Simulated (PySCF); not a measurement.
# C$_{5}$H$_{8}$ClF$_{3}$Si (SMILES C/C=C(/CCl)[SiH2]C(F)(F)F): what the fields show

| atom | x (Å) | y (Å) | z (Å) |
| --- | --- | --- | --- |
| C | -1.6246 | -1.5289 | -0.1117 |
| C | -1.4398 | -0.1207 | -0.5455 |
| C | -0.4572 | 0.7008 | -0.1735 |
| C | -0.4280 | 2.1073 | -0.6853 |
| Cl | -0.7206 | 3.2291 | 0.6834 |
| Si | 0.9081 | 0.2831 | 1.0627 |
| C | 2.1007 | -0.9841 | 0.1702 |
| F | 2.5607 | -0.5030 | -1.0046 |
| F | 1.5393 | -2.1772 | -0.1129 |
| F | 3.1915 | -1.2580 | 0.9135 |
| H | -2.6301 | -1.6616 | 0.2867 |
| H | -1.5231 | -2.1939 | -0.9693 |
| H | -0.8992 | -1.8226 | 0.6419 |
| H | -2.1872 | 0.2368 | -1.2466 |
| H | 0.5459 | 2.3752 | -1.0948 |
| H | -1.2088 | 2.2966 | -1.4218 |
| H | 1.7877 | 1.4218 | 1.3129 |
| H | 0.4758 | -0.3943 | 2.2831 |

Geometry: GFN2-xTB.

The calculation used PBE0/pcSseg-1, SCF density, gas phase, non-relativistic in PySCF 2.14.0.

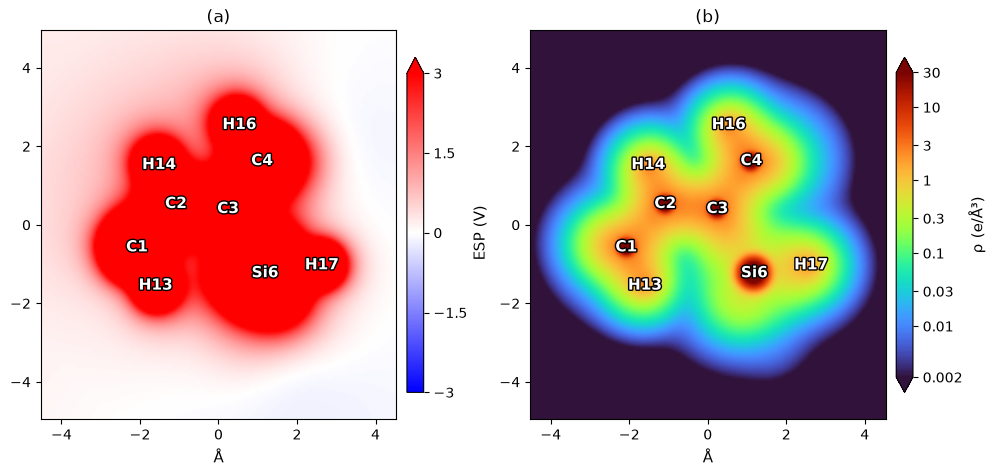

Figure 1. (a) electrostatic potential; (b) electron density on the plane of atoms C1, C2 and C3.

Question: Read the bonding off the picture.

Answer:
- The plane passes through C, Si and H nuclei.
- C–C (1.33 Å): ρ at the midpoint is about 2.3 e/Å³.
- C–Si (1.89 Å): the density is about 0.93 e/Å³ at the midpoint.
- C–H (1.09 Å): ρ at the midpoint is about 2 e/Å³.
- C–C (1.49 Å): ρ at the midpoint is about 1.8 e/Å³.
- The potential has no marked negative region in this plane.

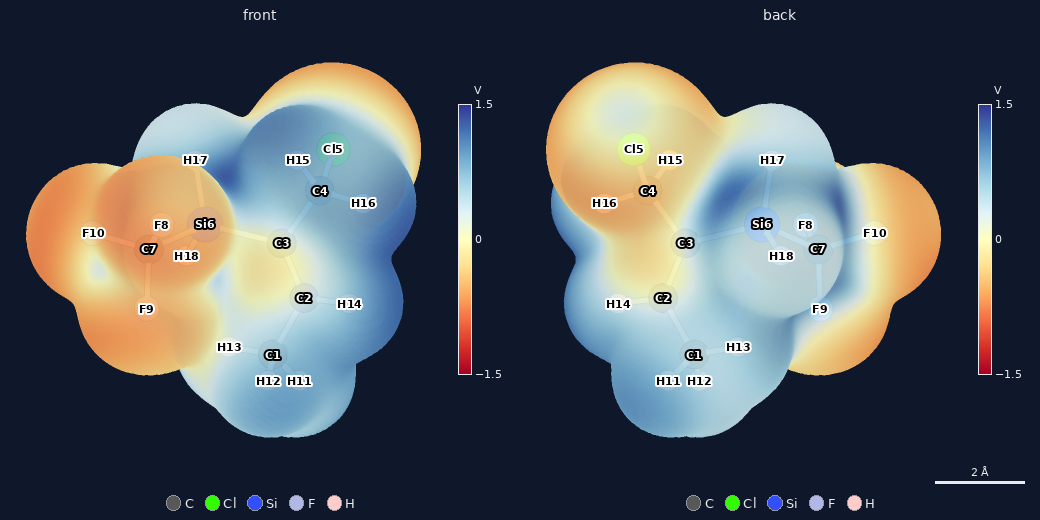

Figure 2. The molecular electrostatic potential painted on the density surface at 0.002 e/bohr³, seen from the front and from behind; red is negative and blue positive.

Question: Which sites attract a positive test charge, and which a negative one?

Answer: A positive charge is drawn to the negative regions and a negative charge to the positive ones. The most negative region (about −0.7 V) lies over F8 and F10, the most positive (about +1.3 V) over Si6, H14 and H16. Cl5 shows a σ-hole: about +0.2 V at the tip opposite its bond, against about −0.3 V on its flanks.

Question: How polar is the molecule by this calculation?

Answer: Its dipole moment is 2.53 D.
